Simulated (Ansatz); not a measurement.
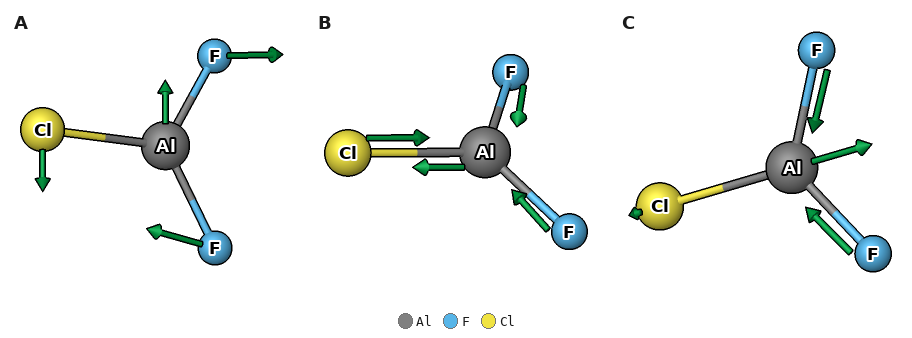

3 normal modes of one molecule or complex, as arrows. Harmonic vibrations computed with RKS PBE0-D4/def2-TZVP (Ansatz 0.2.0) at a stationary point of the same level.

### Match the panels to the wavenumbers 184 cm⁻¹, 511 cm⁻¹, 834 cm⁻¹.

A: 184 cm⁻¹, Cl–Al–F bending
B: 511 cm⁻¹, Al–Cl stretching
C: 834 cm⁻¹, in-phase stretching of 2 Al–F bonds
